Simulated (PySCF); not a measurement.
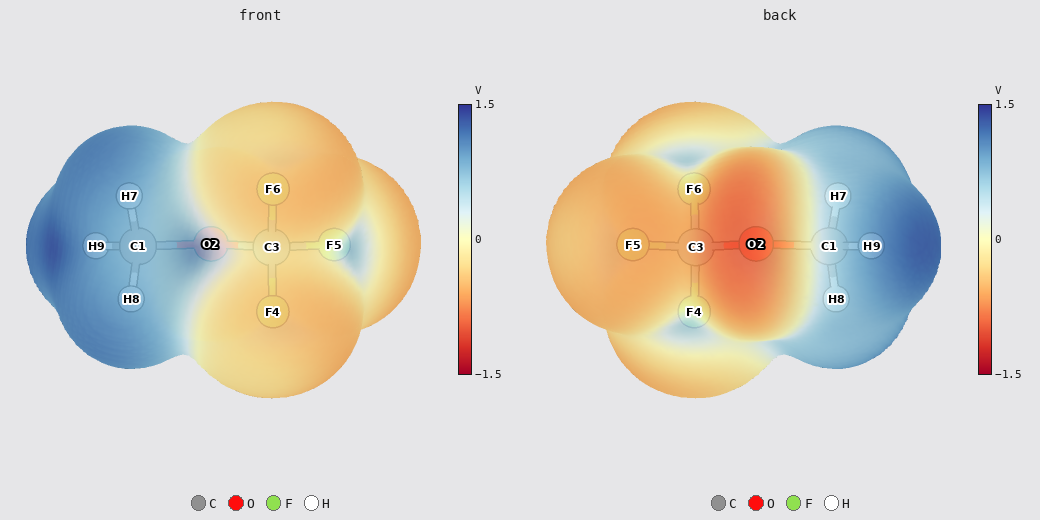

Figure 1: C₂H₃F₃O (SMILES COC(F)(F)F). The electrostatic potential painted on the density surface at 0.002 e/bohr³, seen from the front and from behind; the colour scale runs from red (negative) to blue (positive).

Geometry: PBE0-D3(BJ)/def2-SVP.

Theory: PySCF, PBE0/pcSseg-1, SCF density, gas phase, non-relativistic.

```xyz
9

C    -1.1634   -0.0491   -0.1971
O    -0.0229    0.7737   -0.0248
C     1.1206    0.1506    0.2626
F     1.4825   -0.7178   -0.6897
F     2.0712    1.0556    0.3852
F     1.0468   -0.5470    1.4029
H    -1.4133   -0.5751    0.7369
H    -1.0028   -0.7816   -1.0027
H    -1.9860    0.6212   -0.4716
```

Describe the electrostatic potential map.

Answer. The most negative region (about −0.9 V) lies over O2, the most positive (about +1.3 V) over C1 and H9.

How polar is the molecule by this calculation?

Answer. Its dipole moment is 2.48 D.
